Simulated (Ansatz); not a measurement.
# Two attempts at C3H2O (propiolaldehyde)

Wanted: energy and forces of C3H2O (propiolaldehyde), SPW92-D4/x2c-TZVPPall (sfX2C, damping of pbe0).

Program for the calculation: Ansatz 0.2.0.

6 further runs of the same task are left out: 1 that didn't finish, 5 set aside as unsound or not needed.

## (1) Starting point

C3H2O has 6 atoms, charge 0, and is taken as a singlet. As SMILES, `C#CC=O`. The coordinates come from a PBE0-D4/def2-TZVP relaxation.

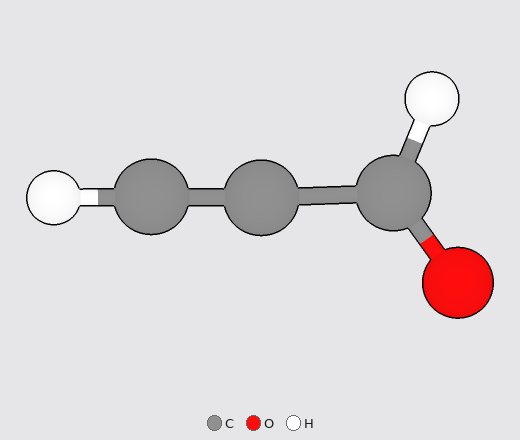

Viewed from a chosen angle; carbon grey, oxygen red, hydrogen white.

## (2) Try one

Input file in.yaml:

```yaml
crystal:
  periodic: [false, false, false]
  atoms:
    - {symbol: C, position_ang: [-0.362100, 1.068300, -1.031800]}
    - {symbol: C, position_ang: [-0.096200, 0.205600, -0.238600]}
    - {symbol: C, position_ang: [0.272800, -0.794900, 0.734400]}
    - {symbol: O, position_ang: [-0.319100, -1.829900, 0.889400]}
    - {symbol: H, position_ang: [-0.613300, 1.822400, -1.741500]}
    - {symbol: H, position_ang: [1.160000, -0.535700, 1.342000]}
basis:
  gaussian:
    orbitals: x2c-TZVPPall
    final_grid: {core_spheres: 1, valence_spheres: 1, degree: 1}
hamiltonian: {xc: {name: SPW92}, dispersion: {method: d4, functional: pbe0}}
output: {forces: true}
```

Started as:

```
$ ansatz run in.yaml --threads 1 --pin off --max-ram 2610MiB --events-out events.jsonl --progress --plain --runs-dir runs
```

Standard output (excerpt; [...] marks lines left out):

```text
Warning: RAYON_NUM_THREADS=1 ignored (pool sized by the plan → 1); use --threads N
Functional definition: SPW92
  name "SPW92"
[...]
809 factors; their error is unknown
[...]
a density is far from that of the atoms, so the factors are made again for it
1464 factors; integrals over basis functions are off by at most 1.4e-4 eV
[...]
mean field -5268.83465018 eV, -193.6261020498 hartree, gradient 1.1e-5 eV, S^2 0.000000; 3 other end points of the search recorded, 0 dependent functions left out
[...]
reference -5268.83473727 eV, -193.6261052501 hartree; 14, 14 occupied and 138, 138 virtual orbitals, 1464 factors
Total energy: -5268.90418868 eV, -193.6286575424 hartree
Relativity: scalar
Atom 0 at    -0.362100     1.068300    -1.031800 Å, force    17.375828   151.998780   -81.188310 eV/Å
Atom 1 at    -0.096200     0.205600    -0.238600 Å, force    24.249841  -209.961000   164.147883 eV/Å
Atom 2 at     0.272800    -0.794900     0.734400 Å, force  -111.504798   -55.342794  -102.825721 eV/Å
Atom 3 at    -0.319100    -1.829900     0.889400 Å, force    87.068763   103.334292    25.044569 eV/Å
Atom 4 at    -0.613300     1.822400    -1.741500 Å, force    -9.153861    -6.668431    -3.065003 eV/Å
Atom 5 at     1.160000    -0.535700     1.342000 Å, force    -8.035772    16.639153    -2.113418 eV/Å
Dipole moment:     0.660930     0.487009    -2.288716 e Å
```

It took 14 s on 1 thread of Arm Neoverse V2, shared host.

## (3) What went wrong

The program ended normally, but the settings are unsound, so its numbers aren't properties of the molecule.

The fault: the grid is far too coarse. To mend it: integration grid default in place of 1,1,1.

## (4) Try two

in.yaml: that of step 2 with these lines changed.

```diff
@@ -10,5 +10,3 @@
 basis:
-  gaussian:
-    orbitals: x2c-TZVPPall
-    final_grid: {core_spheres: 1, valence_spheres: 1, degree: 1}
+  gaussian: {orbitals: x2c-TZVPPall}
 hamiltonian: {xc: {name: SPW92}, dispersion: {method: d4, functional: pbe0}}
```

Started as:

```
$ ansatz run in.yaml --threads 1 --pin off --max-ram 2610MiB --events-out events.jsonl --progress --plain --runs-dir runs
```

Standard output (excerpt; [...] marks lines left out):

```text
Warning: RAYON_NUM_THREADS=1 ignored (pool sized by the plan → 1); use --threads N
[... 2 set-up lines as earlier in the session ...]
[...]
809 factors; their error is unknown
[...]
mean field -5148.75171366 eV, -189.2131355276 hartree, gradient 1.7e-5 eV, S^2 0.000000; 0 other end points of the search recorded, 0 dependent functions left out
[...]
reference -5148.75174426 eV, -189.2131366522 hartree; 14, 14 occupied and 138, 138 virtual orbitals, 809 factors
Total energy: -5148.82119567 eV, -189.2156889445 hartree
Relativity: scalar
Atom 0 at    -0.362100     1.068300    -1.031800 Å, force    -0.062171     0.209920    -0.190673 eV/Å
Atom 1 at    -0.096200     0.205600    -0.238600 Å, force     0.242209    -0.721874     0.680852 eV/Å
Atom 2 at     0.272800    -0.794900     0.734400 Å, force    -0.172101     0.539821    -0.500966 eV/Å
Atom 3 at    -0.319100    -1.829900     0.889400 Å, force    -0.254697    -0.405412     0.040551 eV/Å
Atom 4 at    -0.613300     1.822400    -1.741500 Å, force    -0.089703     0.262492    -0.249124 eV/Å
Atom 5 at     1.160000    -0.535700     1.342000 Å, force     0.336462     0.115052     0.219361 eV/Å
Dipole moment:     0.185056     0.539468    -0.188731 e Å
```

It took 1.5 s on 1 thread of Arm Neoverse V2, shared host.

## (5) What came out

At SPW92-D4/x2c-TZVPPall (sfX2C, damping of pbe0):

```
                quantity          value
            total energy  -189.21569 Eh
           dipole moment         2.89 D
       dispersion energy   -6.70 kJ/mol
largest force on an atom     1.021 eV/Å
```

**Reading.** The first attempt's energy was -120.083 eV off this one. The largest force is 1.02 eV/Å: the shape isn't a stationary point for this species at this level.
